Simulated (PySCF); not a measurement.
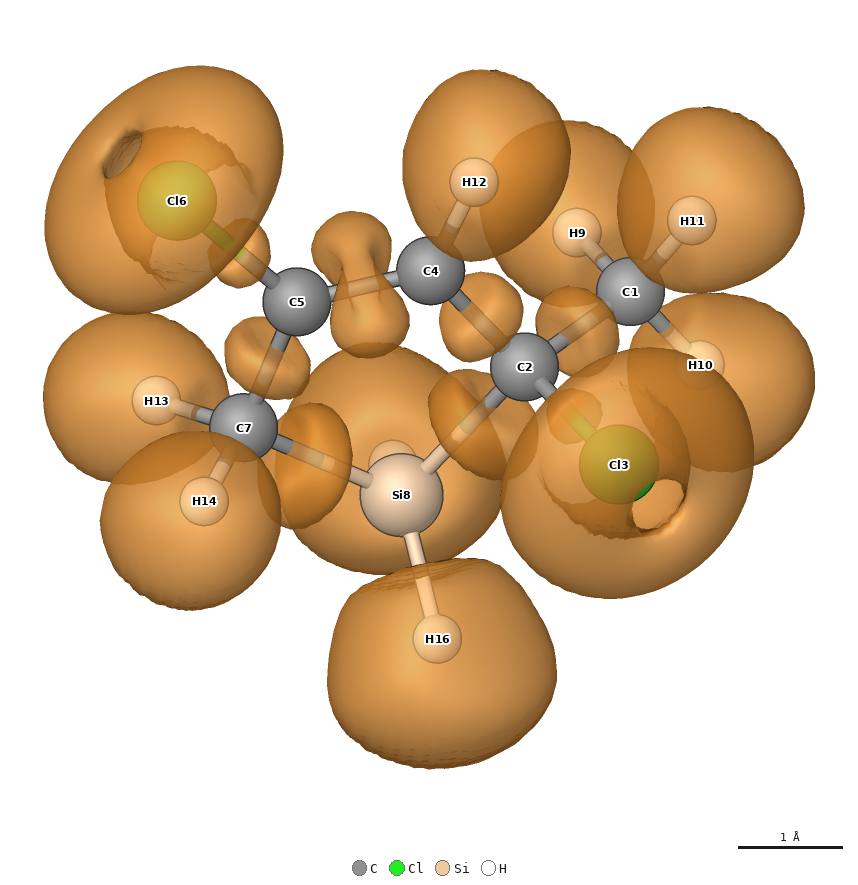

*C5H8Cl2Si. Isosurface of the electron localisation function at 0.8 (orange), seen at a tilt. Core shells and regions of very low density are left out.*

Geometry: GFN2-xTB.

Theory: PySCF, PBE0/pcSseg-1, SCF density, gas phase, non-relativistic.

```json
{"atom": "C", "x (Å)": "2.1145", "y (Å)": "0.2961", "z (Å)": "-0.2104"}
{"atom": "C", "x (Å)": "0.7650", "y (Å)": "-0.3913", "z (Å)": "-0.2175"}
{"atom": "Cl", "x (Å)": "1.0451", "y (Å)": "-2.1444", "z (Å)": "-0.6389"}
{"atom": "C", "x (Å)": "0.1052", "y (Å)": "-0.3799", "z (Å)": "1.1194"}
{"atom": "C", "x (Å)": "-1.1927", "y (Å)": "-0.1113", "z (Å)": "1.1604"}
{"atom": "Cl", "x (Å)": "-2.0864", "y (Å)": "-0.0863", "z (Å)": "2.6403"}
{"atom": "C", "x (Å)": "-1.9452", "y (Å)": "0.1931", "z (Å)": "-0.0933"}
{"atom": "Si", "x (Å)": "-0.5810", "y (Å)": "0.2735", "z (Å)": "-1.4251"}
{"atom": "H", "x (Å)": "1.9774", "y (Å)": "1.3474", "z (Å)": "0.0360"}
{"atom": "H", "x (Å)": "2.5841", "y (Å)": "0.2243", "z (Å)": "-1.1884"}
{"atom": "H", "x (Å)": "2.7782", "y (Å)": "-0.1522", "z (Å)": "0.5277"}
{"atom": "H", "x (Å)": "0.6847", "y (Å)": "-0.6244", "z (Å)": "1.9958"}
{"atom": "H", "x (Å)": "-2.5105", "y (Å)": "1.1175", "z (Å)": "0.0206"}
{"atom": "H", "x (Å)": "-2.6763", "y (Å)": "-0.5942", "z (Å)": "-0.2811"}
{"atom": "H", "x (Å)": "-0.2843", "y (Å)": "1.6535", "z (Å)": "-1.8159"}
{"atom": "H", "x (Å)": "-0.7855", "y (Å)": "-0.6123", "z (Å)": "-2.5639"}
```

Identify the bonds, lone pairs and shells in this picture.

Answer. The surface consists of four regions between bonded C–C atoms (shared pairs), two regions between bonded C–Cl atoms (shared pairs), two regions between bonded C–Si atoms (shared pairs), eight regions around hydrogen nuclei and two rings or bowls of non-bonding electrons around Cl. Along the contacts the grid gives the following. C–C (1.33 Å): the ELF peaks at about 0.95 between the atoms: a short, multiple covalent bond. C–Cl (1.73 Å): the ELF peaks at about 0.90 between the atoms; a covalent bond.
